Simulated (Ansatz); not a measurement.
# CH4GeO + H2: a complex and its separated parts, part 1 of 2

The complex below is one end of an elementary step. How strongly is it bound against its free parts?

Method: PBE0-D4/def2-TZVP structures, single points in def2-TZVPP, no counterpoise correction; program: Ansatz 0.2.0, Gaussian basis.

Levels: SPW92, PBE-D4, BLYP-D4, r2SCAN-D4, B97M-V, PBE0-D4, B3LYP-D4, r2SCAN0-D4, BHLYP-D4, CAM-B3LYP-D4, wB97X-V, wB97M-V, B2PLYP, PBE-QIDH, RPA on PBE, Hartree-Fock, MP2, CCSD, CCSD(T).

Correlated methods freeze the cores. Filled d shells of the heavier atoms are correlated. B3LYP uses VWN-RPA correlation. B2PLYP carries no dispersion term here.

56 further runs of the same task are left out: 56 set aside as unsound or not needed.

## Step 1: Where the work starts

The complex: 9 atoms, charge 0, spin multiplicity 1.

Atoms are counted from 1 here; the program's logs count them from 0.

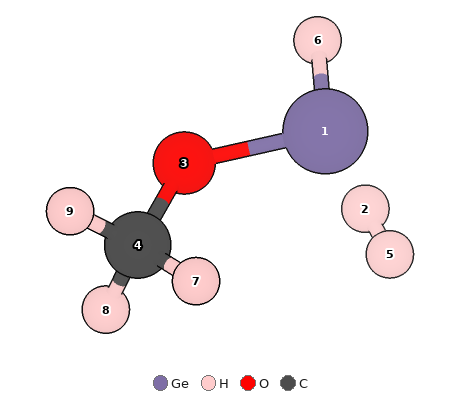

As it starts; germanium purple, hydrogen pink, oxygen red, carbon dark grey; atoms are numbered from 1 in the order of the file.

Coordinates:

| atom | x (Å) | y (Å) | z (Å) |
| --- | --- | --- | --- |
| Ge1 | -0.8010 | -0.6674 | 1.0611 |
| H2 | -2.4091 | -0.6763 | -1.1073 |
| O3 | 0.6549 | -0.4584 | 0.0479 |
| C4 | 1.3925 | 0.7388 | 0.0896 |
| H5 | -2.5740 | 0.0101 | -0.8487 |
| H6 | -1.0723 | -2.1335 | 0.4811 |
| H7 | 0.9966 | 1.4542 | 0.8236 |
| H8 | 1.3797 | 1.2142 | -0.8963 |
| H9 | 2.4325 | 0.5183 | 0.3491 |

Its parts: CH4GeO holds atoms 1, 3, 4, 6, 7, 8, 9; H2 holds atoms 2, 5. Each part counts its atoms afresh in its own runs.

## Step 2: Relaxing CH4GeO alone

Input file relax-a/in.yaml:

```yaml
crystal:
  periodic: [false, false, false]
  atoms:
    - {symbol: Ge, position_ang: [-0.801018, -0.667366, 1.061074]}
    - {symbol: O, position_ang: [0.654905, -0.458389, 0.047879]}
    - {symbol: C, position_ang: [1.392537, 0.738796, 0.089641]}
    - {symbol: H, position_ang: [-1.072326, -2.133524, 0.481135]}
    - {symbol: H, position_ang: [0.996634, 1.454175, 0.823571]}
    - {symbol: H, position_ang: [1.379700, 1.214184, -0.896333]}
    - {symbol: H, position_ang: [2.432510, 0.518335, 0.349103]}
basis:
  gaussian: {orbitals: def2-TZVP}
hamiltonian: {xc: pbe0, dispersion: d4}
relax: {f_tol: 0.005, max_steps: 200}
```

Run with:

```console
$ ansatz run in.yaml --threads 4 --pin off --events-out ev --progress --plain --max-ram 9574MiB
```

The program printed, shortened:

```text
Functional definition: PBE0
  name "PBE0"
  cite "Adamo & Barone, J. Chem. Phys. 110, 6158 (1999) doi:10.1063/1.478522"
  cite "Perdew, Burke & Ernzerhof, Phys. Rev. Lett. 77, 3865 (1996) doi:10.1103/PhysRevLett.77.3865"
  parent pbe
[...]
908 factors; their error is unknown
[...]
mean field -59657.44480014 eV, -2192.3706591367 hartree, gradient 1.7e-5 eV, S^2 0.000000; 0 other end points of the search recorded, 0 dependent functions left out
[...]
reference -59657.44482584 eV, -2192.3706600812 hartree; 25, 25 occupied and 109, 109 virtual orbitals, 908 factors
[...]
Total energy: -59657.53671497 eV, -2192.3740369445 hartree
Atom 0 at    -0.794173    -0.673309     1.073989 Å, force     0.000619     0.000345     0.001243 eV/Å
Atom 1 at     0.639090    -0.448380     0.036014 Å, force    -0.000689    -0.000158    -0.000231 eV/Å
Atom 2 at     1.390513     0.740632     0.088010 Å, force     0.000420     0.000643    -0.000095 eV/Å
Atom 3 at    -1.064315    -2.133646     0.479964 Å, force    -0.000298    -0.000710    -0.000739 eV/Å
Atom 4 at     0.994280     1.458659     0.818538 Å, force    -0.000606     0.000350     0.000007 eV/Å
Atom 5 at     1.392683     1.214955    -0.897882 Å, force     0.000659    -0.000211    -0.000320 eV/Å
Atom 6 at     2.424865     0.507300     0.357438 Å, force    -0.000105    -0.000258     0.000135 eV/Å
Dipole moment:     0.026642     0.218098     0.099562 e Å
```

It took 10 s on 4 threads of Arm Neoverse V1, shared host.

Along the way:

| step | energy from step 1 (eV) | largest force component (eV/Å) |
| --- | --- | --- |
| 1 | 0.0000 | 0.0681 |
| 2 | -0.0003 | 0.0250 |
| 3 | -0.0004 | 0.0175 |
| 4 | -0.0004 | 0.0389 |
| 5 | -0.0004 | 0.0075 |
| 6 | -0.0005 | 0.0012 |

Distances of close pairs at the start and the end, largest changes first:

| bond | before (Å) | after (Å) | change (Å) |
| --- | --- | --- | --- |
| Ge1–O2 | 1.786 | 1.784 | -0.002 |
| O2–C3 | 1.407 | 1.408 | +0.001 |
| C3–H6 | 1.095 | 1.094 | -0.001 |
| C3–H5 | 1.099 | 1.098 | -0.000 |
| Ge1–H4 | 1.600 | 1.600 | -0.000 |
| C3–H7 | 1.094 | 1.094 | -0.000 |

## Step 3: Relaxing H2 alone

Input file relax-b/in.yaml:

```yaml
crystal:
  periodic: [false, false, false]
  atoms:
    - {symbol: H, position_ang: [-2.409137, -0.676271, -1.107341]}
    - {symbol: H, position_ang: [-2.574005, 0.010058, -0.848728]}
basis:
  gaussian: {orbitals: def2-TZVP}
hamiltonian: {xc: pbe0, dispersion: d4}
relax: {f_tol: 0.005, max_steps: 200}
```

Run with:

```console
$ ansatz run in.yaml --threads 4 --pin off --events-out ev --progress --plain --max-ram 9574MiB
```

The program printed, shortened:

```text
[... 5 set-up lines as earlier in the session ...]
[...]
88 factors; their error is unknown
[...]
mean field -31.78808688 eV, -1.1681906463 hartree, gradient 1.7e-5 eV, S^2 0.000000; 0 other end points of the search recorded, 0 dependent functions left out
[...]
reference -31.78866847 eV, -1.1682120193 hartree; 1, 1 occupied and 11, 11 virtual orbitals, 88 factors
Total energy: -31.79027504 eV, -1.1682710595 hartree
Atom 0 at    -2.409744    -0.673742    -1.106388 Å, force    -0.000649     0.002701     0.001018 eV/Å
Atom 1 at    -2.573398     0.007529    -0.849681 Å, force     0.000649    -0.002701    -0.001018 eV/Å
Dipole moment:    -0.000000     0.000000     0.000000 e Å
```

It took 0.15 s on 4 threads of Arm Neoverse V1, shared host.

Along the way:

| step | energy from step 1 (eV) | largest force component (eV/Å) |
| --- | --- | --- |
| 1 | 0.0000 | 0.1821 |
| 2 | -0.0006 | 0.0027 |

The bond:

| bond | before (Å) | after (Å) | change (Å) |
| --- | --- | --- | --- |
| H1–H2 | 0.752 | 0.746 | -0.006 |

## Step 4: SPW92/def2-TZVPP

Input file parta/in.yaml:

```yaml
crystal:
  periodic: [false, false, false]
  atoms:
    - {symbol: Ge, position_ang: [-0.794173, -0.673309, 1.073989]}
    - {symbol: O, position_ang: [0.639090, -0.448380, 0.036014]}
    - {symbol: C, position_ang: [1.390513, 0.740632, 0.088010]}
    - {symbol: H, position_ang: [-1.064315, -2.133646, 0.479964]}
    - {symbol: H, position_ang: [0.994280, 1.458659, 0.818538]}
    - {symbol: H, position_ang: [1.392683, 1.214955, -0.897882]}
    - {symbol: H, position_ang: [2.424865, 0.507300, 0.357438]}
basis:
  gaussian: {orbitals: def2-TZVPP}
hamiltonian: {xc: lda}
```

Input file partb/in.yaml:

```yaml
crystal:
  periodic: [false, false, false]
  atoms:
    - {symbol: H, position_ang: [-2.409744, -0.673742, -1.106388]}
    - {symbol: H, position_ang: [-2.573398, 0.007529, -0.849681]}
basis:
  gaussian: {orbitals: def2-TZVPP}
hamiltonian: {xc: lda}
```

The same command starts each run, in its folder.

Run with:

```console
$ ansatz run in.yaml --threads 4 --pin off --events-out ev --progress --plain --max-ram 9574MiB
```

Output in parta, shortened:

```text
Functional definition: SPW92
  name "SPW92"
  cite "Dirac, Proc. Camb. Phil. Soc. 26, 376 (1930) doi:10.1017/S0305004100016108"
  cite "Slater, Phys. Rev. 81, 385 (1951) doi:10.1103/PhysRev.81.385"
  cite "Perdew & Wang, Phys. Rev. B 45, 13244 (1992) doi:10.1103/PhysRevB.45.13244"
[...]
925 factors; their error is unknown
[...]
mean field -59557.10923543 eV, -2188.6833951434 hartree, gradient 2.2e-5 eV, S^2 0.000000; 0 other end points of the search recorded, 0 dependent functions left out
reference -59557.10926819 eV, -2188.6833963475 hartree; 25, 25 occupied and 141, 141 virtual orbitals, 925 factors
Total energy: -59557.10926819 eV, -2188.6833963475 hartree
```

Output in partb, shortened:

```text
[... 5 set-up lines as earlier in the session ...]
[...]
118 factors; their error is unknown
[...]
mean field -30.93531972 eV, -1.1368520312 hartree, gradient 4.4e-5 eV, S^2 0.000000; 0 other end points of the search recorded, 0 dependent functions left out
reference -30.93534040 eV, -1.1368527911 hartree; 1, 1 occupied and 27, 27 virtual orbitals, 118 factors
Total energy: -30.93534040 eV, -1.1368527911 hartree
```

Times: 0.65 s (parta), 0.1 s (partb) on 4 threads of Arm Neoverse V1, shared host.

## Step 5: PBE-D4/def2-TZVPP

Each input of step 4 (parta, partb) changes in the same lines:

```diff
-hamiltonian: {xc: lda}
+hamiltonian: {xc: pbe, dispersion: d4}
```

Each run has its own folder and the same command.

Run with:

```console
$ ansatz run in.yaml --threads 4 --pin off --events-out ev --progress --plain --max-ram 9574MiB
```

parta printed, shortened:

```text
Functional definition: PBE
  name "PBE"
[... 2 set-up lines as earlier in the session ...]
[...]
925 factors; their error is unknown
[...]
mean field -59655.99770377 eV, -2192.3174793259 hartree, gradient 2.3e-5 eV, S^2 0.000000; 0 other end points of the search recorded, 0 dependent functions left out
reference -59655.99773902 eV, -2192.3174806212 hartree; 25, 25 occupied and 141, 141 virtual orbitals, 925 factors
Total energy: -59656.10735996 eV, -2192.3215091168 hartree
```

Log of partb, shortened:

```text
[... 4 set-up lines as earlier in the session ...]
[...]
118 factors; their error is unknown
[...]
mean field -31.73222757 eV, -1.1661378544 hartree, gradient 3.1e-5 eV, S^2 0.000000; 0 other end points of the search recorded, 0 dependent functions left out
reference -31.73224925 eV, -1.1661386510 hartree; 1, 1 occupied and 27, 27 virtual orbitals, 118 factors
Total energy: -31.73426849 eV, -1.1662128566 hartree
```

Wall times: 0.95 s (parta), 0.1 s (partb) on 4 threads of Arm Neoverse V1, shared host.

## Step 6: BLYP-D4/def2-TZVPP

Each input of step 5 (parta, partb) changes in the same lines:

```diff
-hamiltonian: {xc: pbe, dispersion: d4}
+hamiltonian: {xc: {name: BLYP}, dispersion: d4}
```

The same command starts each run, in its folder.

Run with:

```console
$ ansatz run in.yaml --threads 4 --pin off --events-out ev --progress --plain --max-ram 9574MiB
```

Log of parta, shortened:

```text
Functional definition: BLYP
  name "BLYP"
  cite "Becke, Phys. Rev. A 38, 3098 (1988) doi:10.1103/PhysRevA.38.3098"
  cite "Lee, Yang & Parr, Phys. Rev. B 37, 785 (1988) doi:10.1103/PhysRevB.37.785"
[...]
925 factors; their error is unknown
[...]
mean field -59669.09077894 eV, -2192.7986409638 hartree, gradient 2.5e-5 eV, S^2 0.000000; 0 other end points of the search recorded, 0 dependent functions left out
reference -59669.09109692 eV, -2192.7986526493 hartree; 25, 25 occupied and 141, 141 virtual orbitals, 925 factors
Total energy: -59669.33847097 eV, -2192.8077434778 hartree
```

Output in partb, shortened:

```text
[... 4 set-up lines as earlier in the session ...]
[...]
118 factors; their error is unknown
[...]
mean field -31.82604725 eV, -1.1695856639 hartree, gradient 8.3e-5 eV, S^2 0.000000; 0 other end points of the search recorded, 0 dependent functions left out
reference -31.82623967 eV, -1.1695927354 hartree; 1, 1 occupied and 27, 27 virtual orbitals, 118 factors
Total energy: -31.83113761 eV, -1.1697727311 hartree
```

They took 1.1 s (parta), 0.1 s (partb) on 4 threads of Arm Neoverse V1, shared host.

## Step 7: r2SCAN-D4/def2-TZVPP

Each input of step 6 (parta, partb) changes in the same lines:

```diff
-hamiltonian: {xc: {name: BLYP}, dispersion: d4}
+hamiltonian: {xc: r2scan, dispersion: d4}
```

One command serves all of them, each in its own folder.

Run with:

```console
$ ansatz run in.yaml --threads 4 --pin off --events-out ev --progress --plain --max-ram 9574MiB
```

Output in parta, shortened:

```text
Functional definition: r2SCAN
  name "r2SCAN"
  cite "Furness, Kaplan, Ning, Perdew & Sun, J. Phys. Chem. Lett. 11, 8208 (2020) doi:10.1021/acs.jpclett.0c02405"
  cite "Furness, Kaplan, Ning, Perdew & Sun, J. Phys. Chem. Lett. 11, 9248 (2020) doi:10.1021/acs.jpclett.0c03077"
  parent r2scan
[...]
925 factors; their error is unknown
[...]
mean field -59666.19676954 eV, -2192.6922880797 hartree, gradient 3.5e-5 eV, S^2 0.000000; 0 other end points of the search recorded, 0 dependent functions left out
reference -59666.19677979 eV, -2192.6922884565 hartree; 25, 25 occupied and 141, 141 virtual orbitals, 925 factors
Total energy: -59666.22193262 eV, -2192.6932128060 hartree
```

partb printed, shortened:

```text
[... 5 set-up lines as earlier in the session ...]
[...]
118 factors; their error is unknown
[...]
mean field -31.87204502 eV, -1.1712760507 hartree, gradient 4.1e-5 eV, S^2 0.000000; 0 other end points of the search recorded, 0 dependent functions left out
reference -31.87205163 eV, -1.1712762939 hartree; 1, 1 occupied and 27, 27 virtual orbitals, 118 factors
Total energy: -31.87255302 eV, -1.1712947195 hartree
```

Times: 2.2 s (parta), 0.35 s (partb) on 4 threads of Arm Neoverse V1, shared host.

## Step 8: B97M-V/def2-TZVPP

The same edit goes into each in.yaml of step 7 (parta, partb):

```diff
-hamiltonian: {xc: r2scan, dispersion: d4}
+hamiltonian: {xc: {name: B97M-V}}
```

Each run has its own folder and the same command.

Run with:

```console
$ ansatz run in.yaml --threads 4 --pin off --events-out ev --progress --plain --max-ram 9574MiB
```

parta printed, shortened:

```text
Functional definition: B97M-V
  name "B97M-V"
  cite "Mardirossian & Head-Gordon, J. Chem. Phys. 142, 074111 (2015) doi:10.1063/1.4907719"
  cite "Becke, J. Chem. Phys. 107, 8554 (1997) doi:10.1063/1.475007"
  cite "Vydrov & Van Voorhis, J. Chem. Phys. 133, 244103 (2010) doi:10.1063/1.3521275"
  # Of w^i u^j: cxij and so on, Table III.
[...]
  gx(w, u) = cx00 + cx01*u + cx02*u^2 + (cx10 + cx11*u)*w
[...]
  gos(w, u) = cos00 + cos01*u + cos03*u^3 + cos10*w + cos32*w^3*u^2
[...]
      + integral(e_c_pw_mod_opposite_spin*gos(b97_w_opposite, b97_u_opposite)) + vv10(b, c)
925 factors; their error is unknown
[...]
mean field -59657.00838938 eV, -2192.3546213371 hartree, gradient 4.2e-5 eV, S^2 0.000000; 0 other end points of the search recorded, 0 dependent functions left out
reference -59657.00843959 eV, -2192.3546231824 hartree; 25, 25 occupied and 141, 141 virtual orbitals, 925 factors
Total energy: -59657.00843959 eV, -2192.3546231824 hartree
```

Log of partb, shortened:

```text
[... 5 set-up lines as earlier in the session ...]
  # Of w^i u^j: cxij and so on, Table III.
[...]
  gx(w, u) = cx00 + cx01*u + cx02*u^2 + (cx10 + cx11*u)*w
  gss(w, u) = css00 + css02*u^2 + css10*w + (css32*w^3 + css42*w^4)*u^2
  gos(w, u) = cos00 + cos01*u + cos03*u^3 + cos10*w + cos32*w^3*u^2
[...]
      + integral(e_c_pw_mod_opposite_spin*gos(b97_w_opposite, b97_u_opposite)) + vv10(b, c)
118 factors; their error is unknown
[...]
mean field -31.90527642 eV, -1.1724972821 hartree, gradient 8.2e-6 eV, S^2 0.000000; 0 other end points of the search recorded, 0 dependent functions left out
reference -31.90530610 eV, -1.1724983729 hartree; 1, 1 occupied and 27, 27 virtual orbitals, 118 factors
Total energy: -31.90530610 eV, -1.1724983729 hartree
```

Wall times: 4.9 s (parta), 0.2 s (partb) on 4 threads of Arm Neoverse V1, shared host.

## Step 9: PBE0-D4/def2-TZVPP

Each input of step 8 (parta, partb) changes in the same lines:

```diff
-hamiltonian: {xc: {name: B97M-V}}
+hamiltonian: {xc: pbe0, dispersion: d4}
+output: {orbitals: {seedname: orbitals}}
```

Each run has its own folder and the same command.

Run with:

```console
$ ansatz run in.yaml --threads 4 --pin off --events-out ev --progress --plain --max-ram 9574MiB
```

Log of parta, shortened:

```text
[... 5 set-up lines as earlier in the session ...]
[...]
968 factors; their error is unknown
[...]
mean field -59657.47933123 eV, -2192.3719281308 hartree, gradient 8.3e-5 eV, S^2 0.000000; 0 other end points of the search recorded, 0 dependent functions left out
reference -59657.47935733 eV, -2192.3719290901 hartree; 25, 25 occupied and 141, 141 virtual orbitals, 968 factors
Total energy: -59657.57076734 eV, -2192.3752883458 hartree
```

Log of partb, shortened:

```text
[... 5 set-up lines as earlier in the session ...]
[...]
118 factors; their error is unknown
[...]
mean field -31.79610653 eV, -1.1684853626 hartree, gradient 5.5e-5 eV, S^2 0.000000; 0 other end points of the search recorded, 0 dependent functions left out
reference -31.79612252 eV, -1.1684859503 hartree; 1, 1 occupied and 27, 27 virtual orbitals, 118 factors
Total energy: -31.79772908 eV, -1.1685449905 hartree
```

Times: 1.3 s (parta), 0.1 s (partb) on 4 threads of Arm Neoverse V1, shared host.

## Step 10: B3LYP-D4/def2-TZVPP

Each input of step 9 (parta, partb) changes in the same lines:

```diff
-hamiltonian: {xc: pbe0, dispersion: d4}
-output: {orbitals: {seedname: orbitals}}
+hamiltonian: {xc: {name: B3LYP}, dispersion: d4}
```

Each run has its own folder and the same command.

Run with:

```console
$ ansatz run in.yaml --threads 4 --pin off --events-out ev --progress --plain --max-ram 9574MiB
```

Output in parta, shortened:

```text
Functional definition: B3LYP
  name "B3LYP"
  cite "Stephens, Devlin, Chabalowski & Frisch, J. Phys. Chem. 98, 11623 (1994) doi:10.1021/j100096a001"
[... 2 set-up lines as earlier in the session ...]
  cite "Vosko, Wilk & Nusair, Can. J. Phys. 58, 1200 (1980) doi:10.1139/p80-159"
[...]
956 factors; their error is unknown
[...]
mean field -59669.73820308 eV, -2192.8224333619 hartree, gradient 5.3e-5 eV, S^2 0.000000; 0 other end points of the search recorded, 0 dependent functions left out
reference -59669.73843802 eV, -2192.8224419959 hartree; 25, 25 occupied and 141, 141 virtual orbitals, 956 factors
Total energy: -59669.91708628 eV, -2192.8290071983 hartree
```

Output in partb, shortened:

```text
[... 6 set-up lines as earlier in the session ...]
[...]
118 factors; their error is unknown
[...]
mean field -32.10922358 eV, -1.1799922023 hartree, gradient 4.6e-5 eV, S^2 0.000000; 0 other end points of the search recorded, 0 dependent functions left out
reference -32.10936569 eV, -1.1799974245 hartree; 1, 1 occupied and 27, 27 virtual orbitals, 118 factors
Total energy: -32.11251680 eV, -1.1801132256 hartree
```

Times: 1.4 s (parta), 0.1 s (partb) on 4 threads of Arm Neoverse V1, shared host.

## Step 11: r2SCAN0-D4/def2-TZVPP

Each input of step 10 (parta, partb) changes in the same lines:

```diff
-hamiltonian: {xc: {name: B3LYP}, dispersion: d4}
+hamiltonian: {xc: {name: r2SCAN0}, dispersion: d4}
```

The same command starts each run, in its folder.

Run with:

```console
$ ansatz run in.yaml --threads 4 --pin off --events-out ev --progress --plain --max-ram 9574MiB
```

Log of parta, shortened:

```text
Functional definition: r2SCAN0
  name "r2SCAN0"
  cite "Bursch, Neugebauer, Ehlert & Grimme, J. Chem. Phys. 156, 134105 (2022) doi:10.1063/5.0086040"
[... 3 set-up lines as earlier in the session ...]
[...]
968 factors; their error is unknown
[...]
mean field -59665.17602466 eV, -2192.6547763973 hartree, gradient 3.3e-5 eV, S^2 0.000000; 0 other end points of the search recorded, 0 dependent functions left out
reference -59665.17603281 eV, -2192.6547766968 hartree; 25, 25 occupied and 141, 141 virtual orbitals, 968 factors
Total energy: -59665.20580975 eV, -2192.6558709792 hartree
```

Log of partb, shortened:

```text
[... 6 set-up lines as earlier in the session ...]
[...]
118 factors; their error is unknown
[...]
mean field -31.85186013 eV, -1.1705342697 hartree, gradient 1.4e-5 eV, S^2 0.000000; 0 other end points of the search recorded, 0 dependent functions left out
reference -31.85186525 eV, -1.1705344580 hartree; 1, 1 occupied and 27, 27 virtual orbitals, 118 factors
Total energy: -31.85240663 eV, -1.1705543534 hartree
```

Times: 2.5 s (parta), 0.35 s (partb) on 4 threads of Arm Neoverse V1, shared host.

## Step 12: BHLYP-D4/def2-TZVPP

Each input of step 11 (parta, partb) changes in the same lines:

```diff
-hamiltonian: {xc: {name: r2SCAN0}, dispersion: d4}
+hamiltonian: {xc: {name: BHLYP}, dispersion: d4}
```

Each run has its own folder and the same command.

Run with:

```console
$ ansatz run in.yaml --threads 4 --pin off --events-out ev --progress --plain --max-ram 9574MiB
```

Output in parta, shortened:

```text
Functional definition: BHLYP
  name "BHLYP"
  cite "Becke, J. Chem. Phys. 98, 1372 (1993) doi:10.1063/1.464304"
[... 2 set-up lines as earlier in the session ...]
[...]
1094 factors; their error is unknown
[...]
mean field -59665.96932330 eV, -2192.6839295846 hartree, gradient 2.1e-5 eV, S^2 0.000000; 0 other end points of the search recorded, 0 dependent functions left out
reference -59665.96948169 eV, -2192.6839354054 hartree; 25, 25 occupied and 141, 141 virtual orbitals, 1094 factors
Total energy: -59666.10517070 eV, -2192.6889218844 hartree
```

Output in partb, shortened:

```text
[... 5 set-up lines as earlier in the session ...]
[...]
118 factors; their error is unknown
[...]
mean field -31.83804255 eV, -1.1700264832 hartree, gradient 5.6e-5 eV, S^2 0.000000; 0 other end points of the search recorded, 0 dependent functions left out
reference -31.83813812 eV, -1.1700299951 hartree; 1, 1 occupied and 27, 27 virtual orbitals, 118 factors
Total energy: -31.83988172 eV, -1.1700940714 hartree
```

Wall times: 1.4 s (parta), 0.1 s (partb) on 4 threads of Arm Neoverse V1, shared host.

## Step 13: CAM-B3LYP-D4/def2-TZVPP

Each input of step 12 (parta, partb) changes in the same lines:

```diff
-hamiltonian: {xc: {name: BHLYP}, dispersion: d4}
+hamiltonian: {xc: {name: CAM-B3LYP}, dispersion: d4}
```

One command serves all of them, each in its own folder.

Run with:

```console
$ ansatz run in.yaml --threads 4 --pin off --events-out ev --progress --plain --max-ram 9574MiB
```

Log of parta, shortened:

```text
Functional definition: CAM-B3LYP
  name "CAM-B3LYP"
  cite "Yanai, Tew & Handy, Chem. Phys. Lett. 393, 51 (2004) doi:10.1016/j.cplett.2004.06.011"
  cite "Iikura, Tsuneda, Yanai & Hirao, J. Chem. Phys. 115, 3540 (2001) doi:10.1063/1.1383587"
[... 2 set-up lines as earlier in the session ...]
[...]
956 factors; their error is unknown
234 factors; integrals over basis functions are off by at most 1.2e-5 eV
[...]
mean field -59670.29036370 eV, -2192.8427248907 hartree, gradient 1.6e-5 eV, S^2 0.000000; 0 other end points of the search recorded, 0 dependent functions left out
reference -59670.29047866 eV, -2192.8427291152 hartree; 25, 25 occupied and 141, 141 virtual orbitals, 956 factors
Total energy: -59670.38281341 eV, -2192.8461223547 hartree
```

partb printed, shortened:

```text
[... 6 set-up lines as earlier in the session ...]
[...]
  # Exact exchange under (alpha + beta erf(omega r))/r, Becke's under what is left of 1/r.
[...]
118 factors; their error is unknown
42 factors; integrals over basis functions are off by at most 6.3e-5 eV
[...]
mean field -31.88030325 eV, -1.1715795352 hartree, gradient 6.4e-5 eV, S^2 0.000000; 0 other end points of the search recorded, 0 dependent functions left out
reference -31.88037319 eV, -1.1715821055 hartree; 1, 1 occupied and 27, 27 virtual orbitals, 118 factors
Total energy: -31.88188660 eV, -1.1716377223 hartree
```

They took 1.6 s (parta), 0.15 s (partb) on 4 threads of Arm Neoverse V1, shared host.

(Continued in part 2 of 2.)
